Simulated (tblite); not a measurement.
C5H10F3PSi: geometry relaxation

- system: C5H10F3PSi, SMILES CP1C[C@H]([SiH3])[C@@H]1C(F)(F)F
- method: GFN2-xTB geometry optimisation, gas phase (tblite 0.8.0)

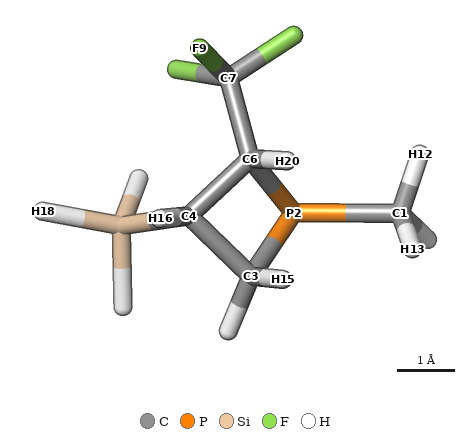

Figure 1. The input geometry (stick view, seen at a tilt; atoms are numbered from 1 in the order of the input). Bond lengths as drawn: C–C 1.48 to 1.53 Å, C–F 1.36 to 1.39 Å, C–H 1.09 to 1.12 Å, C–P 1.84 to 1.89 Å, C–Si 1.83 Å and H–Si 1.47 to 1.48 Å.

Input
```
{"job": {"kind": "relax", "xc": "GFN2-xTB", "basis": "xTB"}, "charge": 0, "multiplicity": 1}
C      2.571900    -0.906100    -0.730200
P      0.704600    -0.662500    -0.897500
C     -0.085400    -1.297200     0.676700
C     -1.001900    -0.068900     0.621200
Si    -2.309400    -0.385900    -0.624600
C      0.196800     0.700700     0.229200
C     -0.002100     2.051500    -0.388200
F     -0.960300     2.095300    -1.349800
F     -0.332600     2.917100     0.637400
F      1.212100     2.522700    -0.878700
H      2.909700    -1.633400    -1.472200
H      3.069400     0.062400    -0.898200
H      2.767200    -1.316500     0.289600
H     -0.647000    -2.248000     0.557100
H      0.527800    -1.208900     1.579200
H     -1.429200     0.208500     1.619300
H     -1.983500     0.070100    -1.984100
H     -3.604100     0.175800    -0.229400
H     -2.513300    -1.852900    -0.677900
H      0.903900     0.787000     1.098700
```

The first line tells a small driver script what to run in tblite; the rest is the geometry in Å.

Run on 1 CPU thread, shared host.

Run as:
```bash
OMP_NUM_THREADS=1 python <driver script> task.json out
```

What the program printed
```
step      E/eV     max force
  0    -931.09822    2.457
  1    -931.40081    1.076
  2    -931.49876    0.731
  3    -931.57156    0.650
  4    -931.62597    0.548
  5    -931.66316    0.512
  6    -931.68758    0.351
  7    -931.70255    0.269
  8    -931.71212    0.182
  9    -931.71884    0.159
 10    -931.72436    0.194
 11    -931.72967    0.180
 12    -931.73491    0.206
 13    -931.73989    0.187
 14    -931.74438    0.140
 15    -931.74858    0.145
 16    -931.75295    0.172
 17    -931.75816    0.226
 18    -931.76482    0.213
 19    -931.77286    0.254
 20    -931.78168    0.239
 21    -931.79102    0.281
 22    -931.80089    0.263
 23    -931.81081    0.251
 24    -931.82016    0.258
 25    -931.82862    0.248
 26    -931.83610    0.284
 27    -931.84328    0.218
 28    -931.85080    0.233
 29    -931.85886    0.211
 30    -931.86730    0.204
 31    -931.87575    0.228
 32    -931.88454    0.202
 33    -931.89494    0.231
 34    -931.90535    0.300
 35    -931.91411    0.343
 36    -931.92433    0.206
 37    -931.93433    0.191
 38    -931.93950    0.198
 39    -931.94890    0.250
 40    -931.95703    0.234
 41    -931.96524    0.182
 42    -931.97050    0.164
 43    -931.97372    0.152
 44    -931.97737    0.160
 45    -931.98167    0.187
 46    -931.98673    0.139
 47    -931.98907    0.135
 48    -931.99136    0.094
 49    -931.99345    0.097
 50    -931.99624    0.136
 51    -932.00004    0.186
 52    -932.00530    0.234
 53    -932.01087    0.197
 54    -932.01515    0.135
 55    -932.01765    0.104
 56    -932.01940    0.105
 57    -932.02120    0.088
 58    -932.02282    0.113
 59    -932.02430    0.097
 60    -932.02551    0.101
 61    -932.02667    0.108
 62    -932.02786    0.101
 63    -932.02922    0.097
 64    -932.03014    0.062
 65    -932.03072    0.055
 66    -932.03122    0.061
 67    -932.03183    0.067
 68    -932.03255    0.077
 69    -932.03337    0.068
 70    -932.03422    0.060
 71    -932.03501    0.061
 72    -932.03567    0.060
 73    -932.03618    0.056
 74    -932.03657    0.053
 75    -932.03687    0.044
 76    -932.03714    0.036
 77    -932.03741    0.039
 78    -932.03770    0.040
 79    -932.03794    0.032
 80    -932.03809    0.028
 81    -932.03818    0.022
 82    -932.03826    0.025
 83    -932.03838    0.028
 84    -932.03854    0.028
 85    -932.03870    0.029
 86    -932.03883    0.021
 87    -932.03892    0.023
 88    -932.03900    0.021
 89    -932.03907    0.019
 90    -932.03913    0.016
 91    -932.03919    0.022
 92    -932.03925    0.024
 93    -932.03932    0.019
 94    -932.03939    0.020
 95    -932.03945    0.015
 96    -932.03949    0.012
 97    -932.03952    0.013
 98    -932.03956    0.014
 99    -932.03961    0.017
100    -932.03966    0.020
101    -932.03973    0.019
102    -932.03978    0.015
103    -932.03982    0.011
104    -932.03984    0.011
105    -932.03986    0.009
```

Trajectory as extended XYZ (Å, eV, eV/Å), 5 of the 106 frames kept, from step=0 to step=105
```
20
Properties=species:S:1:pos:R:3:forces:R:3 step=0 energy=-931.09822
C     2.5719   -0.9061   -0.7302   -0.4530   0.0920   0.8230
P     0.7046   -0.6625   -0.8975    0.7850  -0.7860  -0.0240
C    -0.0854   -1.2972    0.6767   -1.1000  -1.5220  -0.2400
C    -1.0019   -0.0689    0.6212    0.2110  -0.4620   2.4040
Si   -2.3094   -0.3859   -0.6246   -1.4530  -0.3480  -1.6640
C     0.1968    0.7007    0.2292    1.0050   1.9910  -0.5720
C    -0.0021    2.0515   -0.3882    0.6820   0.6830   0.7420
F    -0.9603    2.0953   -1.3498    1.2360   0.5740   0.9070
F    -0.3326    2.9171    0.6374   -0.0780  -0.1060  -1.2230
F     1.2121    2.5227   -0.8787   -1.5230  -0.2470   0.0610
H     2.9097   -1.6334   -1.4722   -0.1340   0.1870   0.0890
H     3.0694    0.0624   -0.8982   -0.1260  -0.4510   0.1530
H     2.7672   -1.3165    0.2896    0.0920   0.4510  -0.7260
H    -0.6470   -2.2480    0.5571    0.7060   0.2100   0.5190
H     0.5278   -1.2089    1.5792    0.1300  -0.6320  -0.2660
H    -1.4292    0.2085    1.6193    0.2770  -0.0900  -0.6290
H    -1.9835    0.0701   -1.9841   -0.0850  -0.2000   0.1880
H    -3.6041    0.1758   -0.2294    0.1290   0.1160   0.1460
H    -2.5133   -1.8529   -0.6779    0.0580   0.1960   0.0220
H     0.9039    0.7870    1.0987   -0.3580   0.3430  -0.7090
20
Properties=species:S:1:pos:R:3:forces:R:3 step=26 energy=-931.83610
C     2.5615   -0.8203   -0.5384   -0.0520  -0.0080  -0.0260
P     0.7655   -0.7505   -0.9975    0.1140   0.1410   0.2180
C    -0.0817   -1.4922    0.5043    0.0230   0.0150   0.0400
C    -0.9250   -0.2172    0.6426   -0.0310   0.1110  -0.1040
Si   -2.4183   -0.3131   -0.5411   -0.0390   0.0030  -0.0580
C     0.1960    0.6793    0.0998    0.0840  -0.0330   0.0440
C    -0.0383    2.0513   -0.4615   -0.0020  -0.0830  -0.0300
F    -0.9312    2.1472   -1.4521    0.0060   0.0480  -0.0150
F    -0.4399    2.9293    0.4825   -0.0030  -0.0520  -0.0230
F     1.1180    2.5427   -0.9570   -0.0170   0.0430  -0.0010
H     3.0428   -1.6125   -1.1135   -0.0130   0.0580   0.0670
H     3.0207    0.1347   -0.8031   -0.0120  -0.1070   0.0160
H     2.6778   -1.0173    0.5286    0.0880   0.0600  -0.0990
H    -0.6147   -2.4316    0.3870   -0.0750   0.0080  -0.1180
H     0.6140   -1.5939    1.3391    0.1060  -0.0490   0.0130
H    -1.2193    0.0340    1.6645   -0.0070  -0.0560   0.0170
H    -2.0108    0.0726   -1.8816   -0.0820  -0.0240  -0.1290
H    -3.4612    0.5372    0.0216   -0.0560   0.0220  -0.0130
H    -2.8129   -1.7189   -0.6237   -0.1020  -0.0460   0.1370
H     0.9519    0.8498    0.8772    0.0700  -0.0500   0.0620
20
Properties=species:S:1:pos:R:3:forces:R:3 step=52 energy=-932.00530
C     2.6916   -0.7104   -0.3662    0.0100   0.0150  -0.0120
P     0.9727   -0.6163   -1.0494    0.0550  -0.0410  -0.0350
C    -0.0550   -1.5878    0.1852   -0.0050   0.1010   0.0150
C    -0.8677   -0.3293    0.5471    0.0130   0.2130  -0.0950
Si   -2.5196   -0.2083   -0.4006    0.0010  -0.1450  -0.0330
C     0.2250    0.6630    0.1112    0.1580  -0.0490  -0.0390
C    -0.0852    1.9913   -0.5110   -0.0630  -0.0720   0.0280
F    -0.8908    1.9350   -1.5812   -0.0150  -0.0280   0.0360
F    -0.6640    2.8462    0.3542   -0.0230   0.0600  -0.0390
F     1.0468    2.5912   -0.9386   -0.0750  -0.0280   0.0890
H     3.1568   -1.6407   -0.6918   -0.0550   0.0190   0.0200
H     3.2633    0.1188   -0.7843   -0.0210  -0.0090  -0.0080
H     2.7107   -0.6450    0.7210   -0.0250  -0.0650  -0.0050
H    -0.6247   -2.4129   -0.2381    0.0050  -0.0140   0.0480
H     0.5427   -1.9467    1.0256    0.0130  -0.0600  -0.0550
H    -1.0797   -0.2415    1.6170    0.0150  -0.0500   0.0100
H    -2.3139   -0.2806   -1.8467    0.0090  -0.0080   0.0860
H    -3.1850    1.0161    0.0343   -0.0130   0.0000  -0.0350
H    -3.2421   -1.4067    0.0540   -0.0280   0.0950  -0.0270
H     0.9129    0.8754    0.9359    0.0450   0.0640   0.0510
20
Properties=species:S:1:pos:R:3:forces:R:3 step=79 energy=-932.03794
C     2.6958   -0.7596   -0.3553    0.0150  -0.0080   0.0080
P     1.0000   -0.5728   -1.0700    0.0170  -0.0040  -0.0270
C    -0.0406   -1.5624    0.1347    0.0010   0.0130   0.0000
C    -0.8205   -0.3002    0.5537    0.0000  -0.0090   0.0080
Si   -2.4869   -0.1934   -0.3737    0.0000  -0.0090  -0.0060
C     0.2655    0.6969    0.1167   -0.0100   0.0060  -0.0010
C    -0.1444    2.0016   -0.4965    0.0070   0.0050   0.0000
F    -0.8883    1.8722   -1.6058    0.0180  -0.0100   0.0070
F    -0.8554    2.7816    0.3427   -0.0040  -0.0240  -0.0130
F     0.9308    2.7297   -0.8557   -0.0010  -0.0040   0.0110
H     3.1195   -1.6948   -0.7211   -0.0160   0.0220   0.0050
H     3.3178    0.0603   -0.7129   -0.0130   0.0000   0.0060
H     2.6850   -0.7672    0.7344   -0.0070   0.0030  -0.0250
H    -0.6374   -2.3572   -0.3109    0.0020   0.0010   0.0210
H     0.5625   -1.9835    0.9414   -0.0070  -0.0020  -0.0020
H    -1.0088   -0.2498    1.6299    0.0100   0.0000   0.0080
H    -2.2503   -0.4454   -1.7918   -0.0130   0.0020  -0.0120
H    -3.1211    1.0922   -0.1096    0.0020   0.0080   0.0050
H    -3.2878   -1.2817    0.1987    0.0120   0.0140   0.0000
H     0.9595    0.9441    0.9285   -0.0120  -0.0050   0.0060
20
Properties=species:S:1:pos:R:3:forces:R:3 step=105 energy=-932.03986
C     2.6926   -0.7587   -0.3643    0.0020   0.0000   0.0020
P     0.9937   -0.5809   -1.0726    0.0020  -0.0010  -0.0040
C    -0.0410   -1.5646    0.1429   -0.0040   0.0000   0.0020
C    -0.8200   -0.3008    0.5565   -0.0020  -0.0010   0.0010
Si   -2.4857   -0.1873   -0.3721   -0.0040   0.0040  -0.0010
C     0.2681    0.6920    0.1164   -0.0030   0.0030   0.0000
C    -0.1399    1.9955   -0.4995   -0.0020   0.0010   0.0000
F    -0.8326    1.8585   -1.6405    0.0060  -0.0020  -0.0020
F    -0.9030    2.7533    0.3129    0.0050  -0.0070   0.0040
F     0.9347    2.7482   -0.8051   -0.0060  -0.0040  -0.0010
H     3.1294   -1.6810   -0.7446   -0.0030   0.0070  -0.0020
H     3.3005    0.0773   -0.7083    0.0000  -0.0020   0.0010
H     2.6802   -0.7834    0.7244    0.0050   0.0020  -0.0040
H    -0.6392   -2.3651   -0.2895    0.0010   0.0010   0.0010
H     0.5668   -1.9769    0.9506   -0.0010  -0.0030   0.0010
H    -1.0074   -0.2463    1.6330   -0.0010   0.0010  -0.0030
H    -2.2655   -0.4354   -1.7941    0.0050   0.0010   0.0080
H    -3.1125    1.1018   -0.1029    0.0050  -0.0030  -0.0020
H    -3.2869   -1.2713    0.2057   -0.0030   0.0010  -0.0010
H     0.9625    0.9359    0.9286   -0.0010   0.0020   0.0010
```

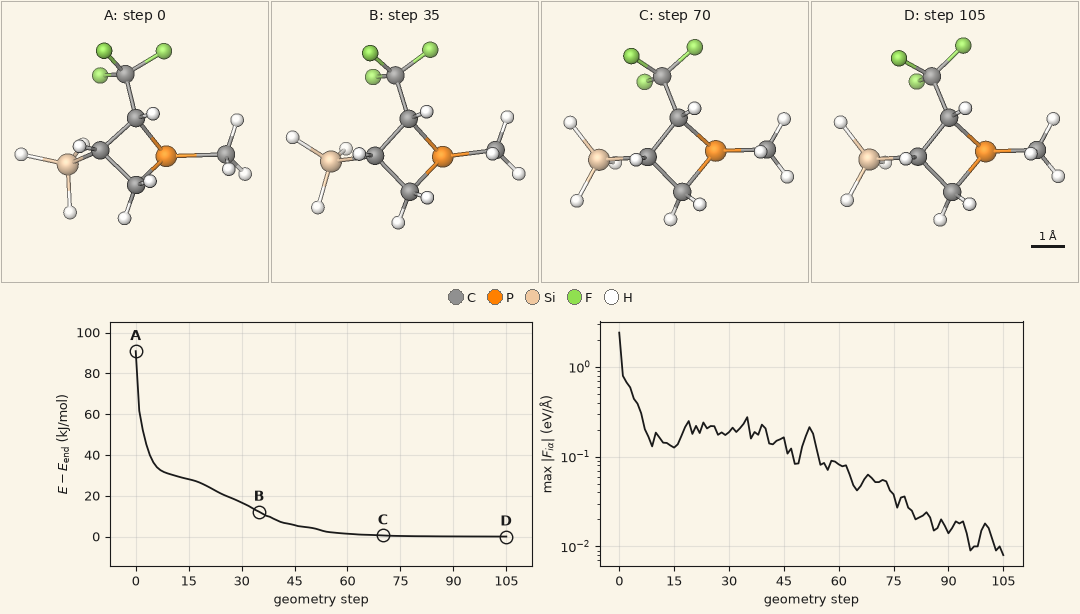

Figure 2. Frames of the relaxation (ball-and-stick view, seen on its broad side) above the curves, on which the letters mark them (steps are counted from 0).

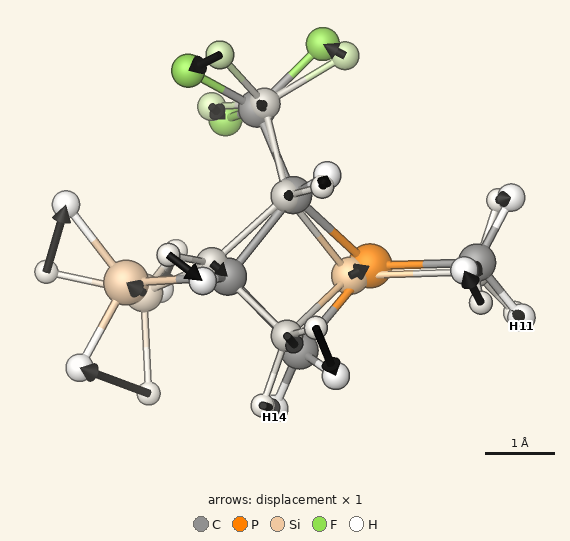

Figure 3. Start (faint) and end (solid) with the displacements as black arrows, at true length (ball-and-stick view, seen on its broad side). The two geometries are laid on each other by the best rigid fit. H19 moves most after the best rigid fit: 1.33 Å. Largest moves by element: H 1.33 Å, F 0.66 Å, C 0.60 Å, Si 0.38 Å, P 0.35 Å. Among the contacts that change: C4–Si5 1.834 → 1.910 Å, C4–C6 1.477 → 1.537 Å, P2–C6 1.840 → 1.887 Å, C7–F10 1.392 → 1.347 Å. Among the angles that change: C3–C4–C6 86.7° → 95.5°, C1–P2–C6 108.3° → 100.2°, H14–C3–H15 116.2° → 108.8°. The energy falls by 90.9 kJ/mol in 105 geometry steps. The largest force component goes from 2.4 to 0.008 eV/Å. (Atoms are counted from 1 in the order of the input.)

Summary

- outcome: converged
- total energy: −932.0399 eV
- wall time: 1.4 s
- peak memory: 0.18 GiB
